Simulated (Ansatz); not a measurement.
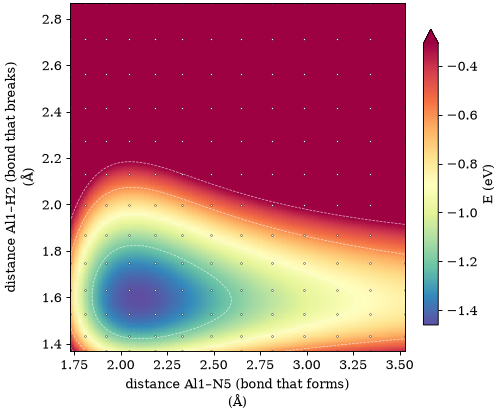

The reacting system C2H6AlN (fragments AlH₃ + C₂H₃N where the first distance is long, C₂H₅AlN + H where the second is long). First axis: distance Al1–N5 (bond that forms). Second axis: distance Al1–H2 (bond that breaks). Relaxed at each point: all other coordinates. Grid: 13 × 13 points. Points are written as (first, second). Energies: eV, counted from a guessed transition structure relaxed with its forming and breaking bonds held. The reference is spin-restricted, so regions where a bond is pulled apart into radicals lie too high. These are results of RHF/def2-SVP in Ansatz 0.2.0, not measurements.

The picture shows a smooth colour map with a few white contour lines, dots at the grid points, one colour for all values above the top of the scale. Between grid points the surface is interpolated.

Question: Estimate the position of the minimum and the force constants in these coordinates.

Answer: The interpolated minimum is at the first coordinate ≈ 2.094 Å, the second coordinate ≈ 1.596 Å. The curvatures there are about 5.2 eV/Å² and 14 eV/Å², with a cross term of about 0.4 eV/Å². Round the minimum the two coordinates are nearly uncoupled.
